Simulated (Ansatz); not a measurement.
# A computed series for Co: pressure series

The parent structure is Co (space group Fd-3m, No. 227; a = 6.409 Å; ferromagnetic; a cell from a computed database, its experimental status unchecked).

Cell and atoms are relaxed at each pressure.

Computed with PBEsol (Ansatz, a program for electronic structure; PAW; 420 eV plane waves; no SOC).

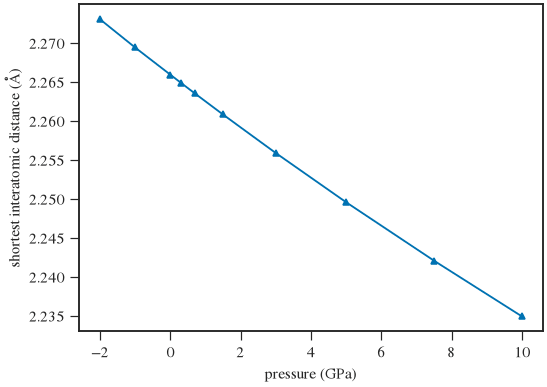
Fig. 1. Shortest interatomic distance against pressure

From the plot, what is the shortest interatomic distance for pressure 0.7 GPa?

About 2.264 Å.

Is the trend monotonic over the range shown?

Yes, it falls throughout, spanning 2.235 Å to 2.273 Å.

Other magnetic orders, which the real material may have, were not ruled out. Load acts through the strain it causes; cell and atoms are relaxed under it. Whether these cells are dynamically stable was not tested. Competing high-pressure phases were not computed. This is not the structure that Co has at room temperature and ambient pressure.
